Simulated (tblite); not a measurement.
Scan of H2F (cation, charge +1), singlet: map of symmetric stretch and bend. Scanned: F-H bond length and H-F-H angle.

Cartesian coordinates as functions of the variables (Å; names that start with a are angles):
```
F  0  0  0
H  r*sin(a/2)  0  r*cos(a/2)
H  -r*sin(a/2)  0  r*cos(a/2)
```

Level of theory: GFN2-xTB, 300 K electronic temperature (tblite).

Energy in kcal/mol above the lowest grid point; x is the F-H bond length (Å), y the H-F-H angle (°).

```
y \ x  0.82  0.88  0.93  0.97  1.02  1.07  1.11  1.17  1.21  1.27  1.30
-----  ----  ----  ----  ----  ----  ----  ----  ----  ----  ----  ----
180    32.7   9.8   1.8   0.0   1.5   5.7  10.2  18.2  24.1  33.4  38.2
173    32.7   9.8   1.8   0.0   1.5   5.7  10.2  18.2  24.1  33.4  38.1
163    32.9   9.9   1.8   0.0   1.5   5.6  10.1  18.1  23.9  33.1  37.9
153    33.4  10.3   2.1   0.2   1.5   5.6  10.1  18.0  23.7  32.9  37.6
143    34.3  11.0   2.6   0.6   1.9   5.9  10.3  18.1  23.8  32.8  37.5
133    35.8  12.2   3.7   1.6   2.7   6.6  10.9  18.7  24.3  33.2  37.8
123    38.2  14.4   5.6   3.4   4.3   8.1  12.3  19.9  25.4  34.2  38.7
113    41.8  17.6   8.6   6.1   6.9  10.4  14.5  21.9  27.3  35.9  40.3
103    46.7  22.1  12.8  10.1  10.6  13.9  17.8  24.9  30.2  38.5  42.8
93     53.3  28.2  18.5  15.5  15.6  18.6  22.3  29.0  34.0  42.0  46.2
83     61.8  36.0  25.9  22.5  22.2  24.8  28.1  34.3  39.0  46.6  50.5
70     76.8  49.7  38.6  34.4  33.3  35.0  37.6  42.9  47.0  53.7  57.2
```

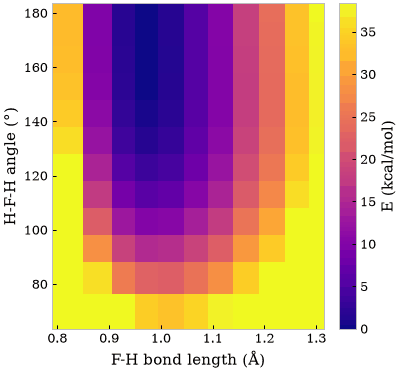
Figure. Energy surface, cut off at 38 kcal/mol.

Points that lie below all their neighbours on the grid: x = 0.97, y = 173 (0.0 kcal/mol).
